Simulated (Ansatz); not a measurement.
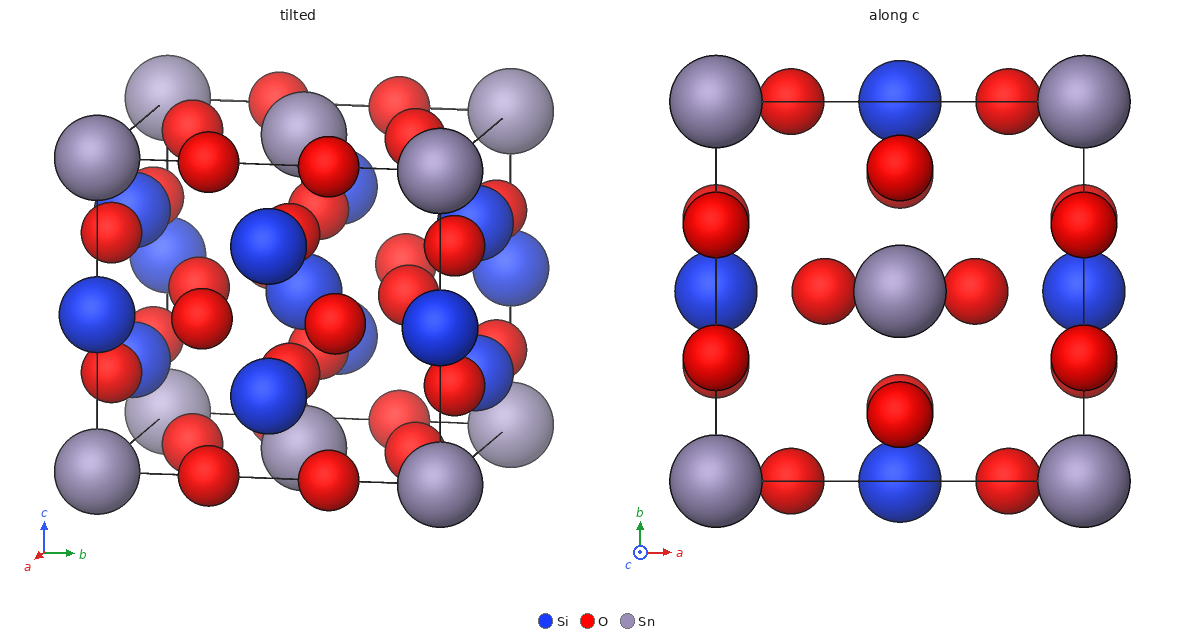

The crystal in a spheres-only representation, seen slightly off an axis and along the c axis. The conventional unit cell is outlined; an atom on or near a face, edge or corner is repeated at each equivalent position.

Si$_{3}$SnO$_{8}$, space group Cmmm (No. 65), a = 6.020 Å, b = 6.210 Å, c = 5.647 Å, α = 90.00°, β = 90.00°, γ = 90.00°. The cell started as a structure type filled with these elements by a generator (whether the compound takes this form wasn't checked). Earlier steps of the study, as a rule a relaxation of our own, may have changed the cell and positions, so they can lie some per cent off the listed ones. Ansatz was used for an electronic-structure calculation on it.

This one geometry was computed with Ansatz (DFT, plane waves, PAW) at five levels of theory: r2SCAN, PBE with spin-orbit coupling, PBE0, HSE06 and PBE. It was relaxed beforehand with r2SCAN.

### Which level gives the highest pressure at this volume, and what does that say about its equilibrium volume?

Highest: PBE with spin-orbit coupling (9.0 GPa) and PBE (9.1 GPa), which points to the largest equilibrium volume. Lowest, with the smallest volume: PBE0 (-1.9 GPa) and HSE06 (-1.8 GPa). Levels within 0.5 GPa of each other can't be told apart.

### How does the band gap change with the level of theory?

PBE: a gap of 3.55 eV, direct; PBE with spin-orbit coupling: a gap of 3.56 eV, direct; r2SCAN: a gap of 4.35 eV, direct; HSE06: a gap of 5.52 eV, direct; PBE0: a gap of 6.27 eV, direct.

### Collect the results in a table.

| level | cutoff (eV) | k-mesh of the run's cell | gap (eV) | pressure (GPa) |
| --- | --- | --- | --- | --- |
| r2SCAN | 500 | 6×6×4 | 4.35 | 0.0 |
| PBE with spin-orbit coupling | 420 | 6×6×4 | 3.56 | 9.0 |
| PBE0 | 420 | 4×4×4 | 6.27 | -1.9 |
| HSE06 | 420 | 4×4×4 | 5.52 | -1.8 |
| PBE | 420 | 6×6×4 | 3.55 | 9.1 |

Gaps are taken on the k-mesh or band path of each run.
